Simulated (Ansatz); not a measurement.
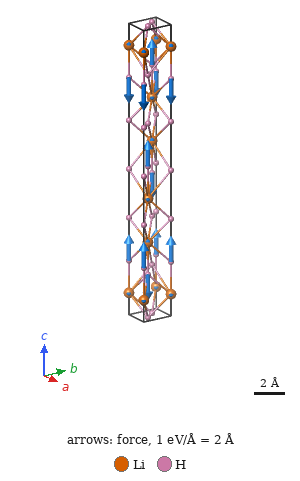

Starting geometry of a crystal of Li2H5 (a generated structure, set up in R-3m) (coarse preliminary run) with the computed forces as blue arrows. A ball-and-stick model of the conventional cell (3 times the calculation's cell), seen slightly off an axis. Lengths and directions refer to the drawn axes.

Level of theory: DFT PBE, scalar-relativistic, plane waves, PAW (Ansatz). (plane-wave cutoff 420 eV; k-point mesh 6 × 6 × 6; occupations gaussian; smearing width 0.1 eV; no spin polarisation; cell and atoms relaxed; force threshold 0.04 eV/Å; at most 70 steps)

What follows when this structure is relaxed?

Answer. It isn't relaxed: the largest force vector, on H atoms, is 0.92 eV/Å. The atoms end up moving mostly along the starting forces (cosine between the two patterns 0.98). The largest moves relative to the cell, 0.38 Å, are those of H atoms. By element the largest moves are H 0.38 Å, Li 0.03 Å. The drawn cell changes as follows: a = b 2.913 → 2.752 Å (−5.5 %), c 20.247 → 18.179 Å (−10.2 %); the volume changes by −19.9 %. Near-neighbour distances that change, for instance: H–Li 2.230 → 1.827 Å, H–Li 2.505 → 2.280 Å, H–Li 2.261 → 2.097 Å, H–Li 2.270 → 2.130 Å. The space group stays R-3m (No. 166). Over 5 accepted moves (6 points after the start) the energy falls by 0.805 eV per cell of the calculation. The largest force component goes from 0.92 to 0.01 eV/Å. Pressure: −7.69 GPa at the start and −0.19 GPa at the end. At 1 point the geometry stayed and the basis and grid were re-selected for the new cell (energy shift of 6.8 meV per cell of the calculation at most each time). The run took 10 s on 1 thread of Arm Neoverse V1, with other jobs on the host, peak memory 0.29 GiB.
